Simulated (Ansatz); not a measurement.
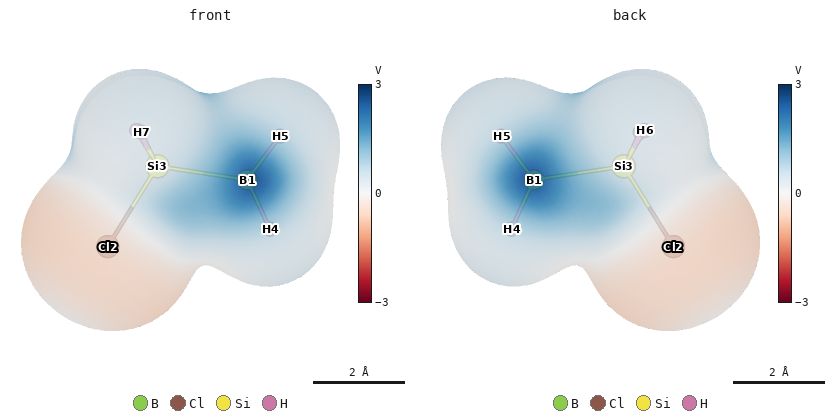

Figure. BClH4Si (SMILES B[SiH2]Cl). The electrostatic potential painted on the density surface at 0.002 e/bohr³, seen from the front and from behind; red is negative and blue positive.

Geometry: PBE0-D3(BJ)/pcseg-1.

The calculation used isolated molecule in a Gaussian basis; Kohn-Sham density functional theory, functional PBE0 (Ansatz 0.2.0).

```xyz
7

B     0.2259   -2.0780    2.5132
Cl   -2.6376   -0.6963    1.2687
Si   -0.5660   -0.5726    1.4487
H    -0.4318   -2.9574    2.9936
H     1.4166   -2.0949    2.6743
H    -0.0038   -0.5624    0.0648
H    -0.2571    0.7392    2.0930
```

Where is the surface potential most negative and most positive?

Answer. The most negative region (about −0.5 V) lies over Cl2, the most positive (about +2.4 V) over B1.
